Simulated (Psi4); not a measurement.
Single-point calculation of SiH₃O₄ (part 1 of 2)

- system: SiH₃O₄, multiplicity 2, SMILES [O][Si](O)(O)O
- method: OMP2/6-31G*, UHF (Psi4 1.11)

The geometry comes from this level: PBE0-D4/def2-TZVP.

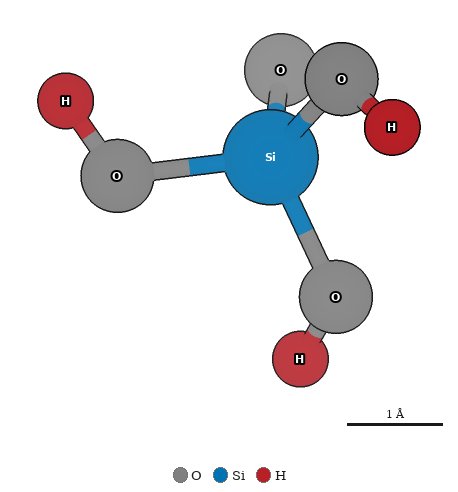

Figure 1. The structure (ball-and-stick view, seen at a tilt). Bond lengths as drawn: H–O 0.96 Å and O–Si 1.62 to 1.66 Å.

Input file (h3o4si_ase.py)
```python
import numpy as np
from ase.calculators.psi4 import Psi4
from ase import Atoms

atoms = Atoms(['O', 'Si', 'O', 'O', 'O', 'H', 'H', 'H'], positions=[
    [-1.417600, 0.247800, 1.193000],
    [-0.195800, 0.058700, 0.091000],
    [1.117100, -0.067300, 1.049800],
    [-0.249900, 1.339100, -0.902700],
    [-0.266300, -1.263500, -0.849700],
    [1.271400, 0.633000, 1.686700],
    [-0.094000, 1.173100, -1.833800],
    [-0.165000, -2.120800, -0.434300],
])
calc = Psi4(atoms=atoms, method='omp2', basis='6-31G*', memory='2200MB', num_threads=1, charge=0, multiplicity=2, label='calc', reference='uhf')
calc.psi4.set_options({'puream': True, 'e_convergence': 1e-09, 'd_convergence': 1e-08, 'scf_type': 'pk', 'num_frozen_docc': 9, 'maxiter': 100})
atoms.calc = calc

print(f'energy: {atoms.get_potential_energy():.6f} eV')
```

Launch command:
```bash
python h3o4si_ase.py
```

Output
```
=> Loading Basis Set <=

    Name: 6-31G*
    Role: ORBITAL
    Keyword: BASIS

         ---------------------------------------------------------
                                   SCF
                              UHF Reference
                        1 Threads,   2098 MiB Core
         ---------------------------------------------------------

  ==> Geometry <==

    Molecular point group: c1
    Full point group: C1

    Geometry (in Angstrom), charge = 0, multiplicity = 2:

       Center              X                  Y                   Z               Mass
    ------------   -----------------  -----------------  -----------------  -----------------
         O           -1.233133840446     0.190720854359     1.089779840326    15.994914619570
         SI          -0.011333840446     0.001620854359    -0.012220159674    27.976926534650
         O            1.301566159554    -0.124379145641     0.946579840326    15.994914619570
         O           -0.065433840446     1.282020854359    -1.005920159674    15.994914619570
         O           -0.081833840446    -1.320579145641    -0.952920159674    15.994914619570
         H            1.455866159554     0.575920854359     1.583479840326     1.007825032230
         H            0.090466159554     1.116020854359    -1.937020159674     1.007825032230
         H            0.019466159554    -2.177879145641    -0.537520159674     1.007825032230

  Running in c1 symmetry.

  Rotational constants: A =      0.14695  B =      0.13831  C =      0.12494 [cm^-1]
  Rotational constants: A =   4405.42485  B =   4146.34925  C =   3745.55468 [MHz]
  Nuclear repulsion =  257.364163159559894

  Charge       = 0
  Multiplicity = 2
  Electrons    = 49
  Nalpha       = 25
  Nbeta        = 24

  ==> Algorithm <==

  SCF Algorithm Type is PK.
  DIIS enabled.
  MOM disabled.
  Fractional occupation disabled.
  Guess Type is SAD.
  Energy threshold   = 1.00e-09
  Density threshold  = 1.00e-08
  Integral threshold = 1.00e-12

  ==> Primary Basis <==

  Basis Set: 6-31G*
    Blend: 6-31G*
    Number of shells: 38
    Number of basis functions: 80
    Number of Cartesian functions: 85
    Spherical Harmonics?: true
    Max angular momentum: 2

  ==> Integral Setup <==

  Using in-core PK algorithm.
   Calculation information:
      Number of atoms:                   8
      Number of AO shells:              38
      Number of primitives:             99
      Number of atomic orbitals:        85
      Number of basis functions:        80

      Integral cutoff                 1.00e-12
      Number of threads:                 1

  Performing in-core PK
  Using 10500840 doubles for integral storage.
  We computed 254919 shell quartets total.
  Whereas there are 274911 unique shell quartets.

  ==> DiskJK: Disk-Based J/K Matrices <==

    J tasked:                  Yes
    K tasked:                  Yes
    wK tasked:                  No
    Memory [MiB]:             1573
    Schwarz Cutoff:          1E-12

  Minimum eigenvalue in the overlap matrix is 3.0761928958E-02.
  Reciprocal condition number of the overlap matrix is 7.6867926871E-03.
    Using symmetric orthogonalization.

  ==> Pre-Iterations <==

  SCF Guess: Superposition of Atomic Densities via on-the-fly atomic UHF (no occupation information).

   -------------------------
    Irrep   Nso     Nmo
   -------------------------
     A         80      80
   -------------------------
    Total      80      80
   -------------------------

  ==> Iterations <==

                        Total Energy        Delta E     RMS |[F,P]|

   @UHF iter SAD:  -588.76179030436060   -5.88762e+02   0.00000e+00
   @UHF iter   1:  -590.02219877330788   -1.26041e+00   8.10678e-03 DIIS/ADIIS
   @UHF iter   2:  -590.19299099971772   -1.70792e-01   4.29931e-03 DIIS/ADIIS
   @UHF iter   3:  -590.24104125396275   -4.80503e-02   8.04291e-04 DIIS/ADIIS
   @UHF iter   4:  -590.24624628064976   -5.20503e-03   2.93138e-04 DIIS/ADIIS
   @UHF iter   5:  -590.24687337458090   -6.27094e-04   1.51044e-04 DIIS/ADIIS
   @UHF iter   6:  -590.24710934436416   -2.35970e-04   7.49149e-05 DIIS
   @UHF iter   7:  -590.24720279841313   -9.34540e-05   4.28756e-05 DIIS
   @UHF iter   8:  -590.24724567612748   -4.28777e-05   3.18732e-05 DIIS
   @UHF iter   9:  -590.24727988930749   -3.42132e-05   2.49258e-05 DIIS
   @UHF iter  10:  -590.24731548741488   -3.55981e-05   1.79788e-05 DIIS
   @UHF iter  11:  -590.24733222862812   -1.67412e-05   1.47749e-05 DIIS
   @UHF iter  12:  -590.24734207099755   -9.84237e-06   1.34286e-05 DIIS
   @UHF iter  13:  -590.24734953526172   -7.46426e-06   1.29500e-05 DIIS
   @UHF iter  14:  -590.24736671650510   -1.71812e-05   1.20646e-05 DIIS
   @UHF iter  15:  -590.24740942794756   -4.27114e-05   9.72529e-06 DIIS
   @UHF iter  16:  -590.24743875076445   -2.93228e-05   8.03970e-06 DIIS
   @UHF iter  17:  -590.24745189259829   -1.31418e-05   5.84743e-06 DIIS
   @UHF iter  18:  -590.24746415252594   -1.22599e-05   3.64977e-06 DIIS
   @UHF iter  19:  -590.24746470528078   -5.52755e-07   2.09610e-06 DIIS
   @UHF iter  20:  -590.24746499492778   -2.89647e-07   1.98343e-06 DIIS
   @UHF iter  21:  -590.24746502000005   -2.50723e-08   3.44333e-07 DIIS
   @UHF iter  22:  -590.24746502106416   -1.06411e-09   2.37168e-07 DIIS
   @UHF iter  23:  -590.24746502151118   -4.47017e-10   1.18531e-07 DIIS
   @UHF iter  24:  -590.24746502175890   -2.47724e-10   7.31318e-08 DIIS
   @UHF iter  25:  -590.24746502191579   -1.56888e-10   5.19665e-08 DIIS
   @UHF iter  26:  -590.24746502207017   -1.54387e-10   2.73751e-08 DIIS
   @UHF iter  27:  -590.24746502212599   -5.58202e-11   7.90322e-09 DIIS
  Energy and wave function converged.

  ==> Post-Iterations <==

   @Spin Contamination Metric:   5.306617772E-03
   @S^2 Expected:                7.500000000E-01
   @S^2 Observed:                7.553066178E-01
   @S   Expected:                5.000000000E-01
   @S   Observed:                5.000000000E-01

    Orbital Energies [Eh]
    ---------------------

    Alpha Occupied:

       1A    -68.855309     2A    -20.627273     3A    -20.577948
       4A    -20.576776     5A    -20.575488     6A     -6.201251
       7A     -4.309631     8A     -4.309434     9A     -4.309016
      10A     -1.399645    11A     -1.357234    12A     -1.350543
      13A     -1.346082    14A     -0.791089    15A     -0.732178
      16A     -0.726842    17A     -0.666013    18A     -0.638044
      19A     -0.592878    20A     -0.575164    21A     -0.564667
      22A     -0.553753    23A     -0.541730    24A     -0.522574
      25A     -0.512344

    Alpha Virtual:

      26A      0.169531    27A      0.218132    28A      0.223291
      29A      0.257328    30A      0.301936    31A      0.314489
      32A      0.340952    33A      0.487695    34A      0.499943
      35A      0.532390    36A      0.547256    37A      0.764486
      38A      0.843969    39A      1.048199    40A      1.055844
      41A      1.063621    42A      1.116442    43A      1.157152
      44A      1.173440    45A      1.211665    46A      1.226056
      47A      1.252170    48A      1.270315    49A      1.273347
      50A      1.289610    51A      1.358107    52A      1.381809
      53A      1.416920    54A      1.470510    55A      1.501979
      56A      1.528926    57A      1.696688    58A      1.729195
      59A      1.742076    60A      1.871449    61A      1.987017
      62A      2.000916    63A      2.011016    64A      2.015208
      65A      2.022040    66A      2.035622    67A      2.041424
      68A      2.068080    69A      2.251940    70A      2.316707
      71A      2.358652    72A      2.384709    73A      2.441339
      74A      2.749835    75A      2.756536    76A      2.813228
      77A      2.857200    78A      3.021712    79A      3.055057
      80A      3.063931

    Beta Occupied:

       1A    -68.855689     2A    -20.588915     3A    -20.578135
       4A    -20.575388     5A    -20.574979     6A     -6.201859
       7A     -4.310187     8A     -4.309906     9A     -4.309744
      10A     -1.386408    11A     -1.349259    12A     -1.347880
      13A     -1.209024    14A     -0.786881    15A     -0.728584
      16A     -0.723451    17A     -0.617907    18A     -0.591207
      19A     -0.569734    20A     -0.564967    21A     -0.540503
      22A     -0.524806    23A     -0.516626    24A     -0.496032

    Beta Virtual:

      25A      0.074670    26A      0.171913    27A      0.219673
      28A      0.236513    29A      0.267697    30A      0.314121
      31A      0.331339    32A      0.344227    33A      0.494105
      34A      0.501335    35A      0.536898    36A      0.551574
      37A      0.791827    38A      0.846887    39A      1.055558
      40A      1.060716    41A      1.074218    42A      1.126385
      43A      1.166344    44A      1.199072    45A      1.221832
      46A      1.229349    47A      1.272056    48A      1.277945
      49A      1.293388    50A      1.322528    51A      1.370440
      52A      1.396397    53A      1.444192    54A      1.481596
      55A      1.510856    56A      1.534158    57A      1.723436
      58A      1.731404    59A      1.744355    60A      1.884093
      61A      2.001287    62A      2.005244    63A      2.015078
      64A      2.039384    65A      2.041365    66A      2.066817
      67A      2.111254    68A      2.127799    69A      2.259031
      70A      2.321687    71A      2.388671    72A      2.399994
      73A      2.447498    74A      2.753599    75A      2.757182
      76A      2.821027    77A      2.861534    78A      3.039721
      79A      3.060156    80A      3.064578

    Final Occupation by Irrep:
              A
    DOCC [    24 ]
    SOCC [     1 ]
    NA   [    25 ]
    NB   [    24 ]

  @UHF Final Energy:  -590.24746502212599

   => Energetics <=

    Nuclear Repulsion Energy =            257.3641631595598938
    One-Electron Energy =               -1329.7522794847529894
    Two-Electron Energy =                 482.1406513030671022
    Total Energy =                       -590.2474650221259935

  UHF NO Occupations:
  HONO-2 :   23  A 1.9994899
  HONO-1 :   24  A 1.9984351
  HONO-0 :   25  A 1.0000000
  LUNO+0 :   26  A 0.0015649
  LUNO+1 :   27  A 0.0005101
  LUNO+2 :   28  A 0.0003548
  LUNO+3 :   29  A 0.0002086

Computation Completed

Properties will be evaluated at   0.000000,   0.000000,   0.000000 [a0]

Properties computed using the SCF density matrix

 Multipole Moments:

 ------------------------------------------------------------------------------------
     Multipole            Electronic (a.u.)      Nuclear  (a.u.)        Total (a.u.)
 ------------------------------------------------------------------------------------

 L = 1.  Multiply by 2.5417464519 to convert [e a0] to [Debye]
 Dipole X            :         -0.9839636            1.4672624            0.4832988
 Dipole Y            :          0.1822182           -0.4553827           -0.2731644
 Dipole Z            :          0.6772417           -0.8352359           -0.1579943
 Magnitude           :                                                    0.5771990

 ------------------------------------------------------------------------------------

	total time  =          2 seconds =       0.03 minutes
  Constructing Basis Sets for DFOCC...

   => Loading Basis Set <=

    Name: (6-31G* AUX)
    Role: JKFIT
    Keyword: DF_BASIS_SCF

   => Loading Basis Set <=

    Name: (6-31G* AUX)
    Role: RIFIT
    Keyword: DF_BASIS_CC
```
